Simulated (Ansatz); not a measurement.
**C2H8ClGaS (SMILES [CH3][Ga-]([CH3])([SH2+])[Cl]): density, localisation and related maps**

Input file:

```
crystal:
  periodic: [false, false, false]
  atoms:
    - {symbol: C, position_ang: [-1.737979, -0.512487, -0.656153]}
    - {symbol: Ga, position_ang: [0.068774, 0.268165, -0.638030]}
    - {symbol: C, position_ang: [1.797866, -0.620309, -0.330039]}
    - {symbol: S, position_ang: [-0.108989, 1.531972, 1.728779]}
    - {symbol: Cl, position_ang: [0.233701, 2.109728, -1.823690]}
    - {symbol: H, position_ang: [-1.871098, -1.250113, 0.138769]}
    - {symbol: H, position_ang: [-2.496878, 0.265227, -0.553835]}
    - {symbol: H, position_ang: [-1.908278, -1.015420, -1.611374]}
    - {symbol: H, position_ang: [2.110601, -1.135291, -1.241831]}
    - {symbol: H, position_ang: [1.737763, -1.362403, 0.469581]}
    - {symbol: H, position_ang: [2.570316, 0.110217, -0.083294]}
    - {symbol: H, position_ang: [-1.163065, 0.848192, 2.204883]}
    - {symbol: H, position_ang: [0.767256, 0.762533, 2.396243]}
basis:
  gaussian: {orbitals: def2-TZVPP}
hamiltonian: {xc: pbe0, dispersion: d4}
output: {orbitals: {seedname: orbitals}}
```

Command:

```sh
ansatz run in.yaml --threads 4 --pin off --events-out ev --progress --plain --max-ram 11315MiB
```

Geometry: PBE0-D4/def2-TZVP.

Theory: RKS PBE0-D4/def2-TZVPP (Ansatz).

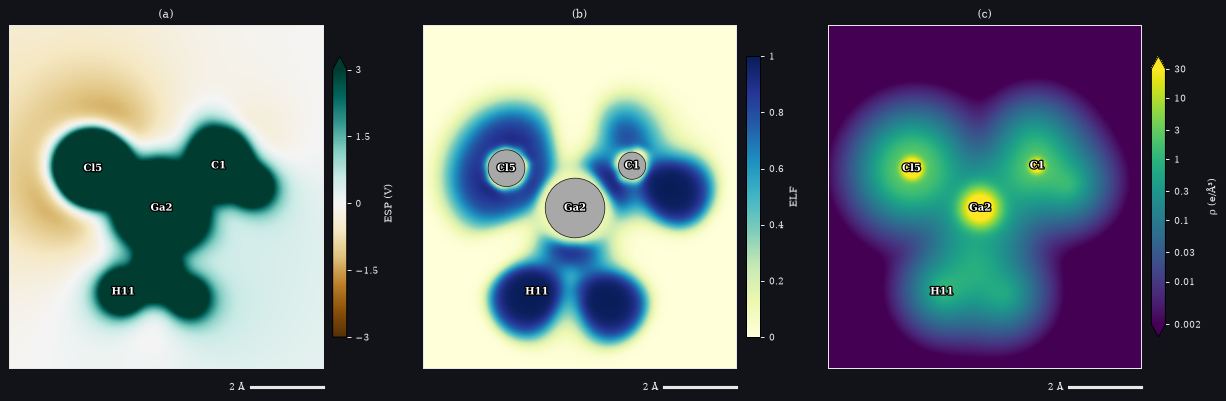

Figure 1. (a) electrostatic potential; (b) ELF; (c) electron density on the plane of atoms C1, Ga2 and Cl5. Grey discs cover the atomic cores in the ELF map.

> What do the fields say about this system?

Atoms in the plane: C, Ga, Cl and H.
C–Ga (1.97 Å): ρ is about 0.78 e/Å³ halfway; the ELF peaks at about 0.90 in the valence shell of C, 0.7 Å from its nucleus, and is about 0.55 at the midpoint.
Ga–Cl (2.20 Å): ρ at the midpoint is about 0.66 e/Å³; the ELF peaks at about 0.85 in the valence shell of Cl, 0.9 Å from its nucleus, and is about 0.55 at the midpoint.
The ELF also peaks beside Cl5, away from the bonds: lone-pair regions.
Outside the dense part of the molecule the potential is most negative (−1.3 V) near Cl5.

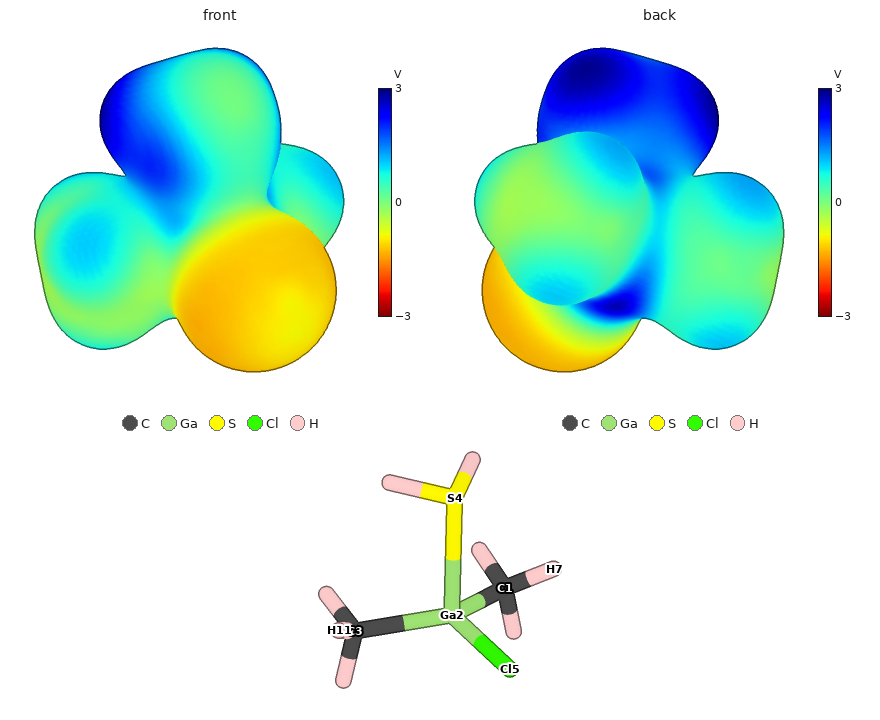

Figure 2. The molecular electrostatic potential painted on the density surface at 0.004 e/bohr³, seen from the front and from behind; red is negative and blue positive. The bare structure is drawn below in the same view.

> Which sites attract a positive test charge, and which a negative one?

A positive charge is drawn to the negative regions and a negative charge to the positive ones. The most negative region (about −1.3 V, or −30 kcal/mol for a unit charge) lies over Cl5, the most positive (about +2.9 V, or +67 kcal/mol for a unit charge) over H12 and H13.

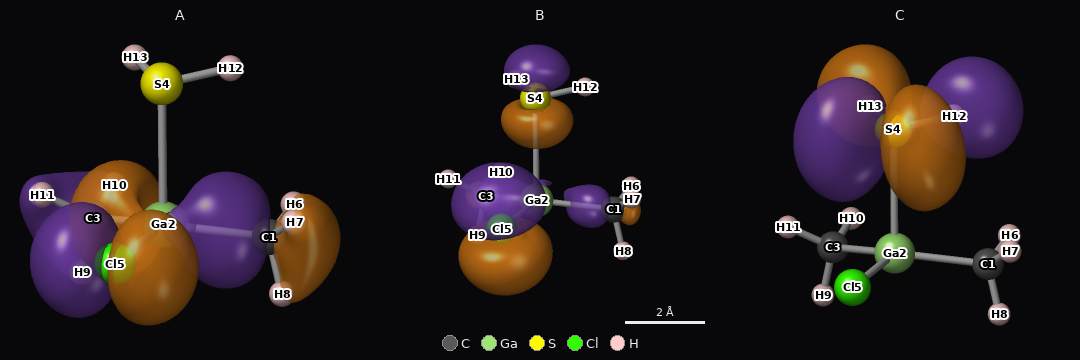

Figure 3. Three frontier orbitals at ±0.1 Å⁻³ᐟ² (orange and purple are the two phases), in no order.

> Which picture is the HOMO−1, the HOMO and the LUMO?

B is the HOMO−1 (−7.97 eV). Its weight (Hirshfeld) is mainly on Cl5 (about 70 %), S4 (about 15 %) and Ga2 (about 5 %); largely a lone pair of Cl5. A is the HOMO (−7.39 eV). Its weight (Hirshfeld) is mainly on Cl5 (about 40 %), C1 (about 20 %), C3 (about 20 %) and Ga2 (about 15 %). C is the LUMO (−0.52 eV). Its weight (Hirshfeld) is mainly on S4 (about 55 %), H12 (about 20 %) and H13 (about 20 %).

> What is the HOMO–LUMO gap?

6.87 eV between the orbital energies.

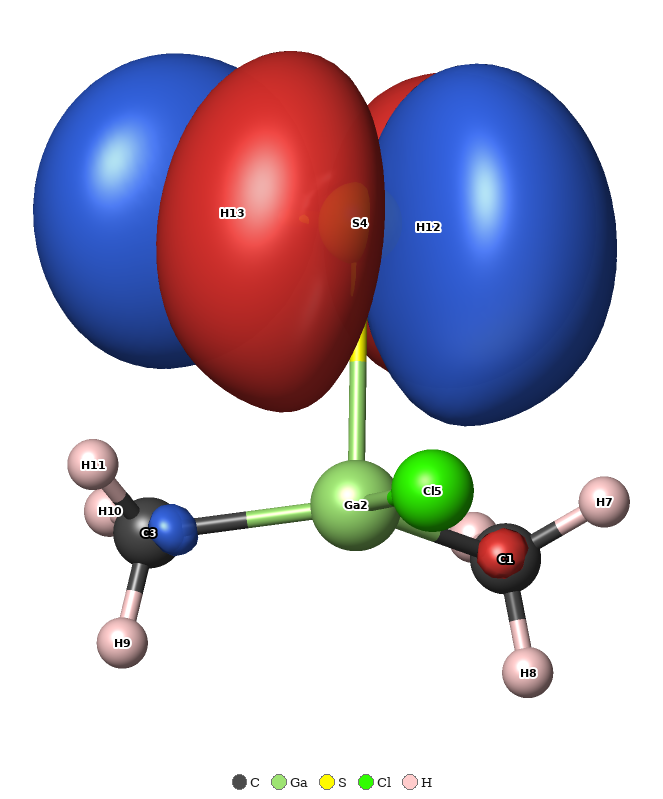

Figure 4. The LUMO at ±0.06 Å⁻³ᐟ² (blue and red are the two phases), seen at a tilt.

> What is the character of this orbital?

It lies mainly on S4 (about 55 %), H12 (about 20 %) and H13 (about 20 %). Its energy is −0.52 eV.
